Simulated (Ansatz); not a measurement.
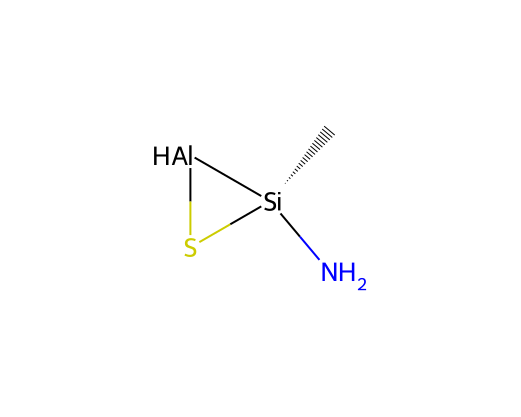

Question: Give its SMILES.

Answer: C[Si@@]1(N)[AlH][S]1

Question: Give the formula, hydrogens included.

Answer: CH6AlNSSi.

Question: An optimisation with PBE0-D4/def2-TZVP gave a structure of which point group?

Answer: C1.

More results for the same structure follow; atom numbers are the same in all pictures, views and colours differ. The geometry was computed by an optimisation with PBE0-D4/def2-TZVP. No frequency run is at hand to confirm it as a minimum.

Levels of theory compared

No frequency run is at hand to confirm it as a minimum. Program: Ansatz 0.2.0.

At this fixed geometry, give HOMO energy (eV), HOMO–LUMO gap (eV) at these levels: B3LYP-D4/def2-TZVPP; PBE-D4/def2-TZVPP; PBE0-D4/def2-TZVPP; r2SCAN-D4/def2-TZVPP; ωB97M-V/def2-TZVPP; ωB97X-V/def2-TZVPP.

```json
{"level": "B3LYP-D4/def2-TZVPP", "HOMO energy (eV)": "−5.88", "HOMO–LUMO gap (eV)": "4.18"}
{"level": "PBE-D4/def2-TZVPP", "HOMO energy (eV)": "−5.08", "HOMO–LUMO gap (eV)": "2.81"}
{"level": "PBE0-D4/def2-TZVPP", "HOMO energy (eV)": "−6.07", "HOMO–LUMO gap (eV)": "4.51"}
{"level": "r2SCAN-D4/def2-TZVPP", "HOMO energy (eV)": "−5.27", "HOMO–LUMO gap (eV)": "3.19"}
{"level": "ωB97M-V/def2-TZVPP", "HOMO energy (eV)": "−7.99", "HOMO–LUMO gap (eV)": "8.11"}
{"level": "ωB97X-V/def2-TZVPP", "HOMO energy (eV)": "−8.19", "HOMO–LUMO gap (eV)": "8.52"}
```

Dipole moment

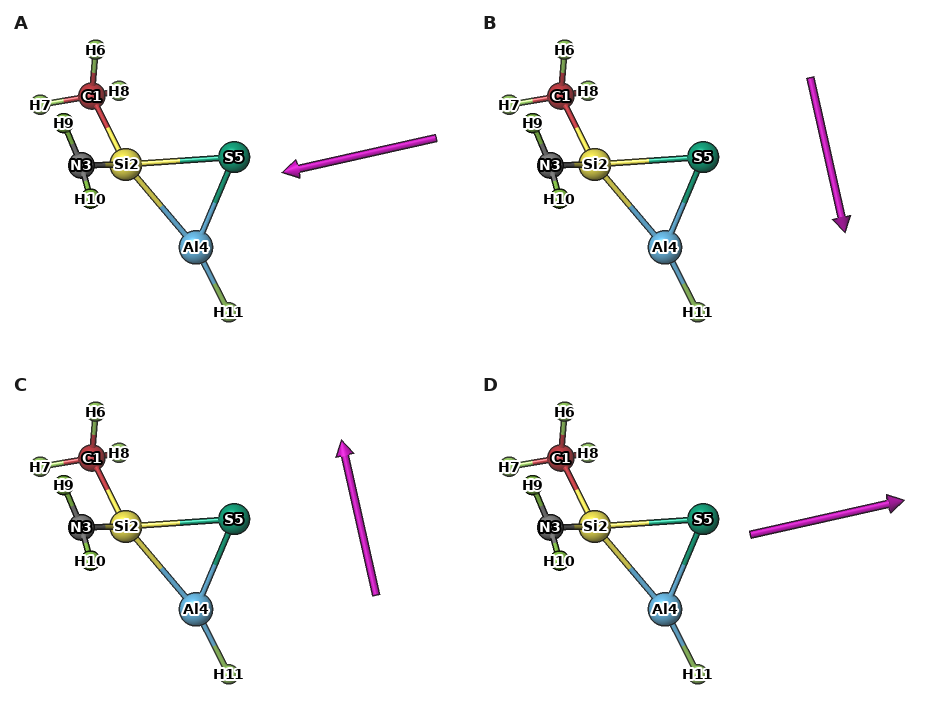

The same molecule four times, each with an arrow. No frequency run is at hand to confirm it as a minimum. Properties computed with RKS B3LYP-D4/def2-TZVPP (Ansatz 0.2.0).

Question: Which arrow points along the dipole moment, from the negative to the positive end?

Answer: A. The dipole moment is 1.91 D; it points from the side of S5 to the side of H7, H9, H10 (the outermost atoms at the two ends).

Charges

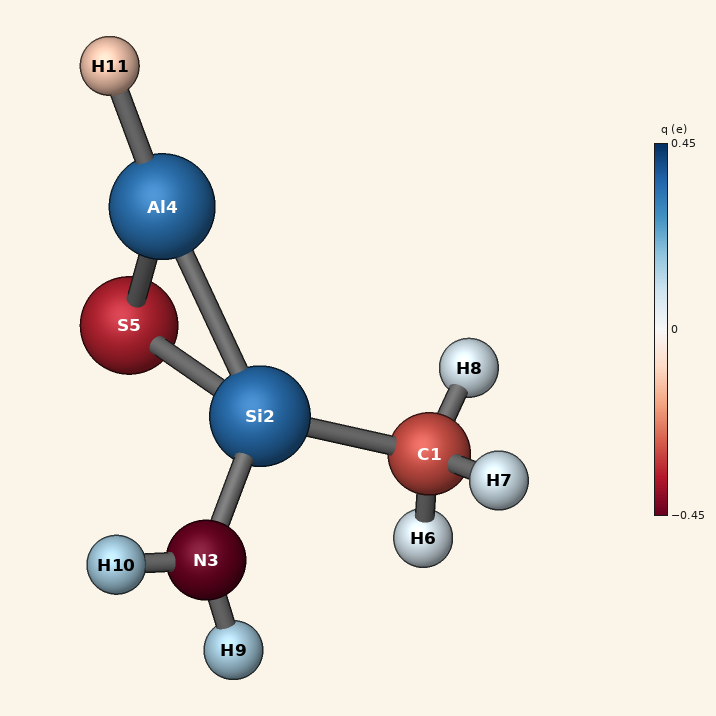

Atoms are coloured by their Mulliken charges. No frequency run is at hand to confirm it as a minimum. Method: RKS r2SCAN-D4/def2-TZVPP (Ansatz 0.2.0).

Question: Which atom carries the highest charge (most positive or least negative)?

Answer: Si2 (0.34 e).

Question: And the lowest?

Answer: N3 (−0.45 e).

List the Mulliken charges.

```
atom  value (e)
  C1      −0.29
 Si2       0.34
  N3      −0.45
 Al4       0.33
  S5      −0.35
  H6       0.07
  H7       0.08
  H8       0.07
  H9       0.15
 H10       0.15
 H11      −0.12
```

Mulliken values depend strongly on the basis set and can even reverse the polarity of a bond.
